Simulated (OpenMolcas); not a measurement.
# [AlH3]− (SMILES [AlH3-]): levels of theory compared

Wanted: a comparison of 6 runs (U-r2SCAN/3-21G, UB3LYP/3-21G, UPBE/3-21G, UPBE0/3-21G, ROMP2/3-21G, ROCCSD(T)/3-21G) of [AlH3]−. 

The results are computed with OpenMolcas 26.06.

1 further run of the same task is left out (set aside as unsound or not needed).

**1. The system as given**

The species is [AlH3]− (4 atoms), meant as a doublet with charge -1. As SMILES, `[AlH3-]`. The Al1–H3 distance was set to 2.106 Å, away from the relaxed value.

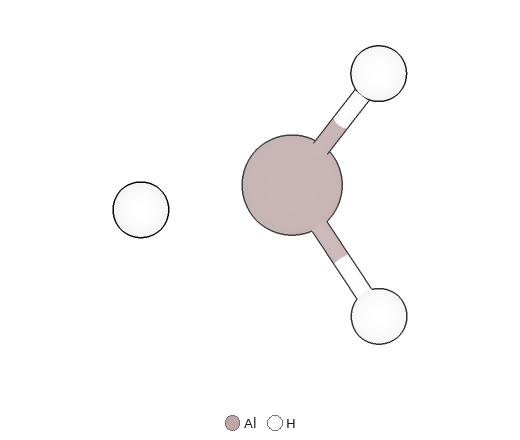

The structure, seen from a chosen angle (aluminium light grey, hydrogen white).

**2. The energy at U-r2SCAN/3-21G (run 1)**

run.input

```
* AlH3 Kohn-Sham DFT

&GATEWAY
 BasLib=$CurrDir
 Coord
 4
 angstrom
 Al       0.136202       0.740152      -0.396700
 H        0.769182       1.038872       1.135000
 H       -1.350110      -0.683860       0.050500
 H        1.336512      -0.240758      -1.057130
 Basis=3-21G
 Group=NoSym

&SEWARD
 GridInput
 Grid=UltraFine
 End of Grid

&SCF
 UHF
 Charge=-1
 Spin=2
 KSDFT=2
 1.0 MGGA_X_R2SCAN
 1.0 MGGA_C_R2SCAN
 Thresholds=1e-10 1e-07 1e-07 1e-05
 PrOrbitals=1 1
```

The basis set 3-21G is read from a file made from the Basis Set Exchange's data (not shown).

Started as:

```sh
$ export MOLCAS_MEM=1860
$ pymolcas run.input > run.log
```

Standard output:

```text
--- Start Module: gateway ---
[...]
--- Stop Module: gateway /rc=_RC_ALL_IS_WELL_ ---
--- Start Module: seward ---
[...]
      Basis functions           19
--- Stop Module: seward /rc=_RC_ALL_IS_WELL_ ---
--- Start Module: scf ---
[...]
       Convergence after  17 Iterations
[...]
::    Total KS-DFT energy                            -242.7742849561
[...]
      Total spin, S                                     0.5009236221
[...]
      Total electronic charge=   17.000000
      Total            charge=   -1.000000
[...]
      Dipole Moment (debye):
      Origin of the operator (angstrom)=    0.1479    0.6694   -0.3524
                   X=  5.5575E-01               Y=  1.8421E+00               Z= -9.2948E-01           Total=  2.1368E+00
      Center of Charge (angstrom)
[...]
--- Stop Module: scf /rc=_RC_ALL_IS_WELL_ ---
[...]
```

Wall time 9 s (1 thread of Arm Neoverse V1, shared host); peak memory 0.37 GiB.

**3. A single-point energy at UB3LYP/3-21G (run 2)**

run.input

```
* AlH3 Kohn-Sham DFT
&gateway
baslib
$CurrDir
coord
4
angstrom
Al       0.136202       0.740152      -0.396700
H        0.769182       1.038872       1.135000
H       -1.350110      -0.683860       0.050500
H        1.336512      -0.240758      -1.057130
basis
3-21G
group
NoSym
&seward
gridinput
Grid=UltraFine
End of Grid
&scf
uhf
charge
-1
spin
2
ksdft
B3LYP
thresholds
1e-10 1e-07 1e-07 1e-05
prorbitals
1 1
```

The basis set 3-21G is read from a file made from the Basis Set Exchange's data (not shown).

Started as:

```sh
$ export MOLCAS_MEM=1860
$ pymolcas run.input > run.log
```

Standard output:

```text
--- Start Module: gateway ---
[...]
--- Stop Module: gateway /rc=_RC_ALL_IS_WELL_ ---
--- Start Module: seward ---
[...]
      Basis functions           19
--- Stop Module: seward /rc=_RC_ALL_IS_WELL_ ---
--- Start Module: scf ---
[...]
       Convergence after  16 Iterations
[...]
::    Total KS-DFT energy                            -242.8444224273
[...]
      Total spin, S                                     0.5001714840
[...]
      Total electronic charge=   17.000000
      Total            charge=   -1.000000
[...]
      Dipole Moment (debye):
      Origin of the operator (angstrom)=    0.1479    0.6694   -0.3524
                   X=  5.9116E-01               Y=  1.9333E+00               Z= -9.7345E-01           Total=  2.2438E+00
      Center of Charge (angstrom)
[...]
--- Stop Module: scf /rc=_RC_ALL_IS_WELL_ ---
[...]
```

It took 7.5 s on 1 thread of Arm Neoverse V1, shared host; peak memory 0.37 GiB.

Run 3 isn't shown in full; the table further down has it.

**4. The energy at UPBE0/3-21G (run 4)**

run.inp

```
&GATEWAY
BasLib = $CurrDir
Coord
4
angstrom
Al       0.136202       0.740152      -0.396700
H        0.769182       1.038872       1.135000
H       -1.350110      -0.683860       0.050500
H        1.336512      -0.240758      -1.057130
Basis = 3-21G
Group = NoSym
&SEWARD
GridInput
Grid=UltraFine
End of Grid
&SCF
UHF
Charge = -1
Spin = 2
KSDFT = PBE0
Thresholds = 1e-10 1e-07 1e-07 1e-05
PrOrbitals = 1 1
```

The basis set 3-21G is read from a file made from the Basis Set Exchange's data (not shown).

Started as:

```sh
$ export MOLCAS_MEM=1860
$ pymolcas run.inp > run.log
```

Standard output:

```text
--- Start Module: gateway ---
[...]
--- Stop Module: gateway /rc=_RC_ALL_IS_WELL_ ---
--- Start Module: seward ---
[...]
      Basis functions           19
--- Stop Module: seward /rc=_RC_ALL_IS_WELL_ ---
--- Start Module: scf ---
[...]
       Convergence after  17 Iterations
[...]
::    Total KS-DFT energy                            -242.6998437085
[...]
      Total spin, S                                     0.5003749367
[...]
      Total electronic charge=   17.000000
      Total            charge=   -1.000000
[...]
      Dipole Moment (debye):
      Origin of the operator (angstrom)=    0.1479    0.6694   -0.3524
                   X=  5.7915E-01               Y=  1.8801E+00               Z= -9.4557E-01           Total=  2.1827E+00
      Center of Charge (angstrom)
[...]
--- Stop Module: scf /rc=_RC_ALL_IS_WELL_ ---
[...]
```

It took 6.9 s on 1 thread of Arm Neoverse V1, shared host; peak memory 0.37 GiB.

Run 5 isn't shown in full; the table further down has it.

**5. The energy at ROCCSD(T)/3-21G (run 6)**

run.inp

```
* AlH3 CCSD(T)
>>> EXPORT MOLCAS_PRINT=2

&GATEWAY
  BasLib = $CurrDir
  Coord
  4
  angstrom
  Al       0.136202       0.740152      -0.396700
  H        0.769182       1.038872       1.135000
  H       -1.350110      -0.683860       0.050500
  H        1.336512      -0.240758      -1.057130
  Basis = 3-21G
  Group = NoSym

&SEWARD

&SCF
  UHF
  Charge = -1
  Spin = 2
  Thresholds = 1e-10 1e-07 1e-07 1e-05
  PrOrbitals = 1 1

&RASSCF
  FileOrb = $Project.UnaOrb
  Spin = 2
  Nactel = 1 0 0
  Inactive = 8
  Ras2 = 1
  OutOrbitals = Canonical
  OrbListing = Nothing

&MOTRA
  JobIph
  Frozen = 5

&CCSDT
  CCT
  Triples = 3
  Iterations = 80
  Accuracy = 1e-08
  Extrapolation = 5 4
```

The basis set 3-21G is read from a file made from the Basis Set Exchange's data (not shown).

Started as:

```sh
$ export MOLCAS_MEM=1860
$ pymolcas run.inp > run.log
```

Standard output:

```text
--- Start Module: gateway ---
[...]
--- Stop Module: gateway /rc=_RC_ALL_IS_WELL_ ---
[...]
      Basis functions           19
[...]
       Convergence after  18 Iterations
[...]
::    Total SCF energy                               -242.2463423131
[...]
      Total spin, S                                     0.5011016447
[...]
      Number of active orbitals                  1
[...]
      Spin quantum number                      0.5
[...]
      Active orbitals                            1
[...]
      Number of CSFs                             1
[...]
      Number of root(s) required                 1
[...]
      Convergence after  7 iterations
[...]
      printout of CI-coefficients larger than  0.05 for root  1
      energy=    -242.245979
      conf/sym  1     Coeff  Weight
             1  u   1.00000 1.00000
      Natural orbitals and occupation numbers for root  1
      sym 1:   1.000000
      ************************************************************************************************************************
      *                                                    Final results                                                     *
[...]
::    RASSCF root number  1 Total energy:   -242.24597920
[...]
      Total electronic charge=   17.000000
      Total            charge=   -1.000000
[...]
      Dipole Moment (debye):
      Origin of the operator (angstrom)=    0.1479    0.6694   -0.3524
                   X=  5.0688E-01               Y=  2.6145E+00               Z= -1.3927E+00           Total=  3.0053E+00
      Center of Charge (angstrom)
[...]
--- Start Module: motra ---
[...]
      *** WARNING: Default frozen orbitals is overwritten by user input.
      *** Default values:   2
[...]
--- Stop Module: motra /rc=_RC_ALL_IS_WELL_ ---
--- Start Module: ccsdt ---
[...]
      Convergence after                    17  Iterations
      Total energy (diff) :    -242.31290328       0.00000000
[...]
 METHOD                       : CCSD+T(CCSD)+<T3(1)WT1>+<T3(1)UT2> = CCSD(T)
[...]
       CCSD     =      -242.3129032824644
[...]
--- Stop Module: ccsdt /rc=_RC_ALL_IS_WELL_ ---
[...]
```

It took 2.7 s on 1 thread of Arm Neoverse V1, shared host; peak memory 0.37 GiB.

**6. The series**

| run | level | integration grid | frozen core orbitals | energy (Eh) | HOMO energy (eV) | LUMO energy (eV) | ⟨S²⟩ | wall time |
| --- | --- | --- | --- | --- | --- | --- | --- | --- |
| 1 | U-r2SCAN/3-21G | UltraFine | – | -242.774285 | 0.93 | 2.92 | 0.752 | 9 s |
| 2 | UB3LYP/3-21G | UltraFine | – | -242.844422 | 0.60 | 2.99 | 0.750 | 7.5 s |
| 3 | UPBE/3-21G | UltraFine | – | -242.668820 | 1.24 | 2.57 | 0.751 | 6.3 s |
| 4 | UPBE0/3-21G | UltraFine | – | -242.699844 | 0.30 | 3.26 | 0.751 | 6.9 s |
| 5 | ROMP2/3-21G | – | 5 | -242.292473 | – | – | – | 2.6 s |
| 6 | ROCCSD(T)/3-21G | – | 5 | -242.313929 | – | – | – | 2.7 s |

**7. What came out**

```
             quantity          value
  run 6: total energy  -242.31393 Eh
run 6: (T) correction      -1.03 mEh
```

**Reading.** Totals of different functionals can't be ranked against each other. In runs 1, 2, 3, 4 the HOMO lies above zero, so the outermost electron may be held by the basis alone. All runs together took 35 s, the longest 9 s.
